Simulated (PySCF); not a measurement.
Input

```
{"job": {"kind": "nmr", "xc": "PBE0", "basis": "pcSseg-1"}, "charge": 0, "multiplicity": 1}
C     -1.410635     1.803898    -0.193579
C     -1.296637     0.364597    -0.693218
C     -2.447902     0.043280    -1.640857
Si    -1.239636    -0.868884     0.758555
S      0.458294    -0.528728     2.013025
Si     2.143133    -0.957420     0.709750
N      2.172057     0.299607    -0.462287
N      3.610648    -1.094468     1.603804
H     -2.361064     1.955980     0.314959
H     -0.613044     2.036060     0.509797
H     -1.354064     2.507963    -1.023638
H     -0.360342     0.276924    -1.256671
H     -3.401905     0.122853    -1.123128
H     -2.459510     0.736530    -2.481377
H     -2.358553    -0.967011    -2.033651
H     -2.355380    -0.685455     1.679079
H     -1.176924    -2.241357     0.255903
H      1.930295    -2.231458     0.041492
H      1.875118     1.224114    -0.193403
H      2.967027     0.354094    -1.077095
H      3.975510    -0.264375     2.046585
H      3.693104    -1.867360     2.245104
```

Command:

```sh
OMP_NUM_THREADS=1 python probes_run.py task.json out
```

Geometry: GFN2-xTB.

All numbers below come from PBE0/pcSseg-1, SCF density, gas phase, non-relativistic in PySCF 2.14.0.

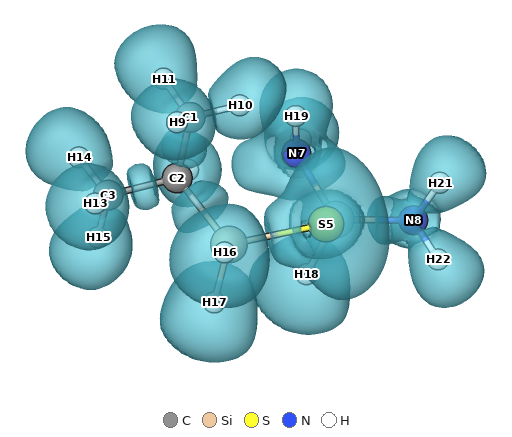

C3H14N2SSi2. Isosurface of the electron localisation function at 0.75 (cyan), seen at a tilt. Only the valence region is drawn (cores and ρ < 0.01 e/Å³ removed).

Q: Identify the bonds, lone pairs and shells in this picture.

A: The ELF exceeds this value in two regions between bonded C–C atoms (shared pairs), one region between bonded C–Si atoms (shared pairs), ten regions around hydrogen nuclei, one region on S in which the atom's valence shell and bonds are merged and two joined regions spread over several atoms (H, N), in which their bonds and any lone pairs are merged. Along the contacts the grid gives the following. C–C (1.53 Å): the ELF peaks at about 0.95 between the atoms, as expected for a shared electron pair. Si–N (1.72 Å): the ELF peaks at about 0.90 between the atoms; a polar covalent bond.
